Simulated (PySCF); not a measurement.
# C₄H₇NSi: what the fields show

```xyz
13

C     1.9399    0.1033   -0.2129
Si    0.4254   -0.6642    0.6060
C    -1.1252   -0.9506   -0.4155
C    -1.2291    0.2972    0.4956
C    -1.2494    1.5483   -0.1446
N    -1.2194    2.5637   -0.6808
H     2.5694   -0.6537   -0.6717
H     2.5443    0.6427    0.5111
H     1.6376    0.8071   -0.9842
H     0.5879   -1.4492    1.8197
H    -1.1241   -0.7349   -1.4763
H    -1.8236   -1.7405   -0.1763
H    -1.9380    0.2314    1.3124
```

Geometry: GFN2-xTB.

Method: PBE0/def2-SVPD, SCF density, gas phase in PySCF 2.14.0.

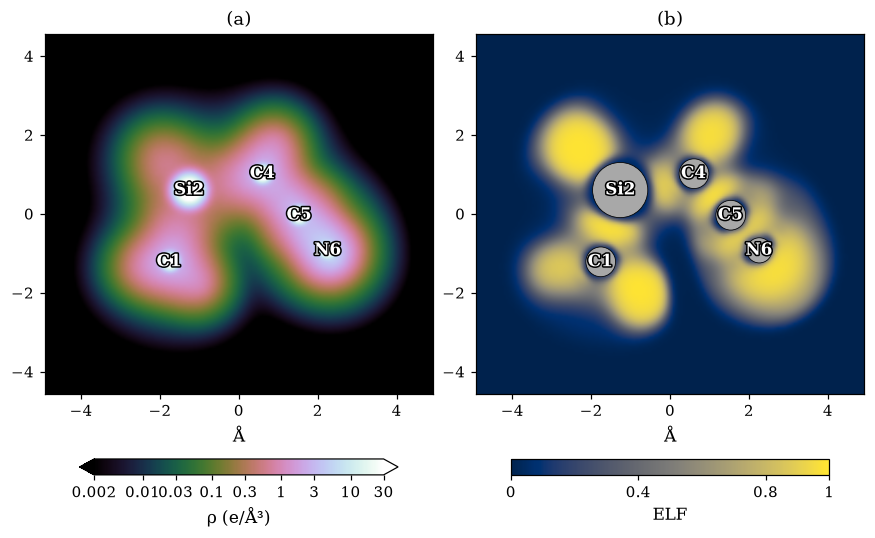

Figure 1. (a) electron density; (b) electron localisation function on the plane of atoms C1, Si2 and C4. Grey discs cover the atomic cores in the ELF map.

### What do the fields say about this system?

The section cuts through C, Si and N sites. C–N (1.15 Å): the density is about 3.5 e/Å³ at the midpoint; the ELF peaks at about 0.85 between the atoms (a multiple bond). C–C (1.41 Å): ρ at the midpoint is about 1.9 e/Å³; the ELF peaks at about 0.95 between the atoms, as expected for a covalent bond. C–Si (1.89 Å): ρ is about 0.93 e/Å³ halfway; the ELF peaks at about 0.95 between the atoms (a shared electron pair). The ELF also peaks beside N6, away from the bonds: lone-pair regions.

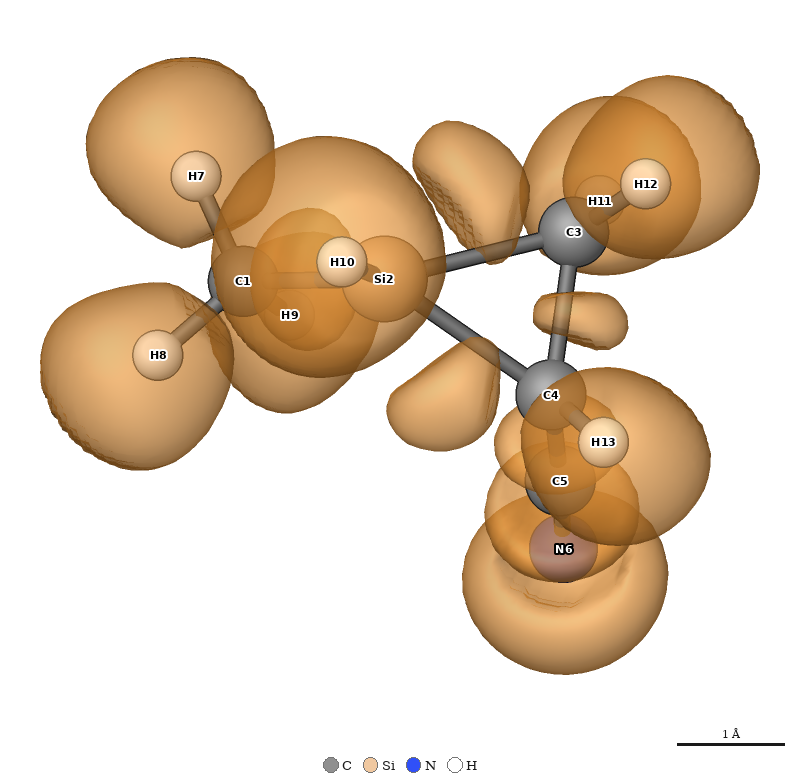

Figure 2. Isosurface of the electron localisation function at 0.8 (orange), seen at an oblique angle. Only the valence region is drawn (cores and ρ < 0.01 e/Å³ removed).

### Identify the bonds, lone pairs and shells in this picture.

At this value the surface marks out two regions between bonded C–C atoms (shared pairs), one region between bonded C–N atoms (shared pairs), two regions between bonded C–Si atoms (shared pairs), seven regions around hydrogen nuclei, one region on Si in which the atom's valence shell and bonds are merged and one lobe on N, pointing away from the bonds (lone pairs).

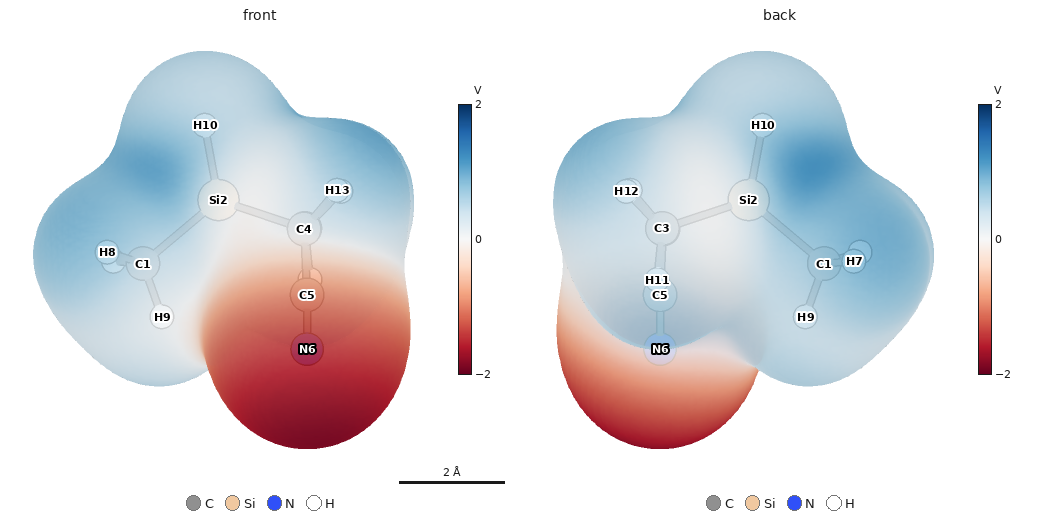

Figure 3. The molecular electrostatic potential painted on the density surface at 0.001 e/bohr³, seen from the front and from behind; red is negative and blue positive.

### Describe the electrostatic potential map.

The most negative region (about −1.9 V) lies over N6, the most positive (about +1.1 V) over Si2. N6 is the likeliest acceptor of a hydrogen bond.

### What dipole moment does the calculation give?

Its dipole moment is 4.69 D.
